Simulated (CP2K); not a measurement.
Band structure of HgSe (F-43m, 2 atoms in the cell).

```
HgSe
1.0
    4.22999     0.00000     0.00000
    2.11500     3.66328     0.00000
    2.11500     1.22109     3.45377
Hg Se
1 1
Direct
  0.00000   0.00000   0.00000
  0.25000   0.25000   0.25000
```

Level of theory: CP2K 2026.2 with PBE, GPW, DZVP-MOLOPT-SR-GTH basis, GTH-PBE potentials (GTH_POTENTIALS).

Settings: CUTOFF = 500 Ry; REL_CUTOFF = 50 Ry; SMEAR/METHOD = FERMI_DIRAC; ELECTRONIC_TEMPERATURE = 232.09 K; KPOINTS/SCHEME = MONKHORST-PACK 8 8 8; GAMMA_CENTERED = T; XC_FUNCTIONAL = PBE; Hg/BASIS_SET = DZVP-MOLOPT-SR-GTH-q12; Hg/POTENTIAL = GTH-PBE-q12; Se/BASIS_SET = DZVP-MOLOPT-SR-GTH-q6; Se/POTENTIAL = GTH-PBE-q6; METHOD = GPW; EPS_DEFAULT = 1e-10; EXTRAPOLATION = USE_GUESS.

The starting cell has typed, rounded lattice constants, without a prior relaxation at this level. Its lattice was rescaled by a random factor within 2.5 % of one. Spin-orbit coupling is off. Values carry the incompleteness of an atom-centred basis. The run gives no clean gap (levels at the Fermi energy touch, overlap or are partly filled at this smearing), which alone does not show that the compound is a metal.

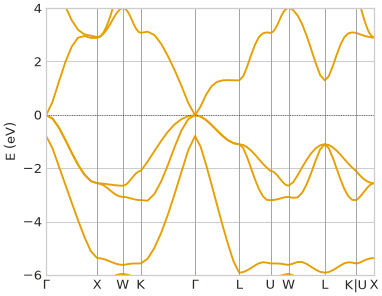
*Bands along the path, energies from the Fermi level.*

Levels in eV from the Fermi level, bands 6 to 11:
```json
[
 {"point": "Γ", "6": "-6.68", "7": "-0.80", "8": "-0.01", "9": "-0.01", "10": "-0.01", "11": "5.53"},
 {"point": "X", "6": "-6.26", "7": "-5.37", "8": "-2.57", "9": "-2.57", "10": "2.88", "11": "2.91"},
 {"point": "W", "6": "-5.96", "7": "-5.62", "8": "-3.08", "9": "-2.66", "10": "4.00", "11": "5.14"},
 {"point": "K", "6": "-6.08", "7": "-5.57", "8": "-3.20", "9": "-2.10", "10": "3.07", "11": "4.62"},
 {"point": "L", "6": "-6.31", "7": "-5.92", "8": "-1.10", "9": "-1.10", "10": "1.29", "11": "6.31"},
 {"point": "U", "6": "-6.08", "7": "-5.57", "8": "-3.20", "9": "-2.10", "10": "3.07", "11": "4.62"}
]
```

No band crosses the Fermi level by more than 0.03 eV along this path.

Higher empty bands are left out: an atom-centred basis made for the valence describes them poorly.
